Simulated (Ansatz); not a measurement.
**CH$_{4}$FNO$_{2}$W (SMILES C[N]=[W](=[O])([OH])[F]): density, localisation and related maps**

Input

```
crystal:
  periodic: [false, false, false]
  atoms:
    - {symbol: C, position_ang: [-0.318970, -2.551784, 1.115477]}
    - {symbol: F, position_ang: [-4.232649, -1.133203, 0.729013]}
    - {symbol: N, position_ang: [-1.349363, -1.627645, 0.804631]}
    - {symbol: O, position_ang: [-2.617788, -1.822957, -1.645325]}
    - {symbol: O, position_ang: [-2.111346, 0.847296, -0.559688]}
    - {symbol: W, position_ang: [-2.601426, -0.936935, -0.187878]}
    - {symbol: H, position_ang: [0.618534, -2.018951, 1.348348]}
    - {symbol: H, position_ang: [-0.590607, -3.145883, 2.004196]}
    - {symbol: H, position_ang: [-0.124431, -3.245542, 0.278152]}
    - {symbol: H, position_ang: [-1.352134, 1.336730, -0.228074]}
basis:
  gaussian: {orbitals: def2-SVPD}
hamiltonian: {xc: pbe0}
output: {forces: true, orbitals: {seedname: orbitals}}
```

Launched as:

```sh
ansatz run input.yaml --threads 2 --pin off --max-ram 5220MiB --events-out events.jsonl --progress --plain --runs-dir runs
```

Geometry: PBE0-D4/def2-SVP; core potentials replace the inner electrons of W.

The calculation used isolated molecule in a Gaussian basis; Kohn-Sham density functional theory, functional PBE0 (Ansatz).

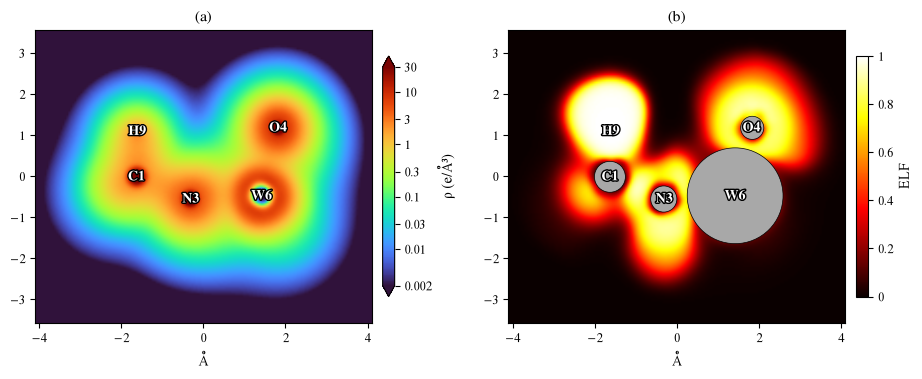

Figure 1. (a) electron density; (b) ELF on the plane of atoms N3, C1 and H9. Grey discs cover the atomic cores in the ELF map.

**Interpret the plot.**

- The section cuts through C, N, O, W and H sites.
- C–N (1.42 Å): ρ is about 2 e/Å³ halfway; the ELF peaks at about 0.95 between the atoms; localised, covalent bonding.
- W–O (1.71 Å): the density is about 1.9 e/Å³ at the midpoint; the ELF peaks at about 0.80 in the valence shell of O, 0.5 Å from its nucleus, and drops to about 0.35 between the two atoms.
- W–N (1.74 Å): ρ is about 1.7 e/Å³ halfway; the ELF peaks at about 0.75 in the valence shell of N, 0.5 Å from its nucleus, and drops to about 0.35 between the two atoms.
- C–H (1.10 Å): ρ is about 1.9 e/Å³ halfway; the ELF climbs to about 1 towards the hydrogen, as it does in any bond to H (an ordinary covalent bond to hydrogen).

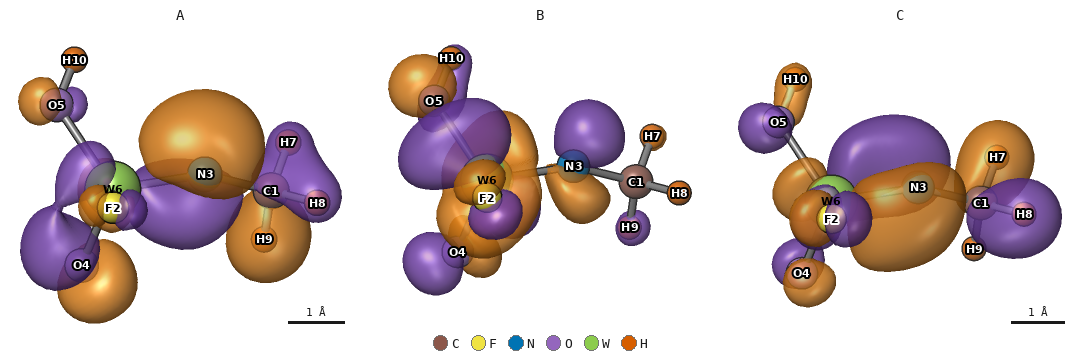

Figure 2. Three frontier orbitals at ±0.1 Å⁻³ᐟ² (orange and purple are the two phases), in no order.

**Which picture is the HOMO−1, the HOMO and the LUMO?**

C is the HOMO−1 (−8.49 eV). By Hirshfeld shares it lies mainly on N3 (about 40 %), W6 (about 25 %) and C1 (about 10 %). A is the HOMO (−7.89 eV). Its weight (Hirshfeld) is mainly on N3 (about 45 %), O4 (about 20 %), W6 (about 15 %), C1 (about 10 %) and H9 (about 5 %). B is the LUMO (−1.41 eV). It lies mainly on W6 (about 60 %), N3 (about 10 %), O4 (about 10 %), O5 (about 10 %) and F2 (about 5 %).

**What is the HOMO–LUMO gap?**

6.48 eV between the orbital energies.
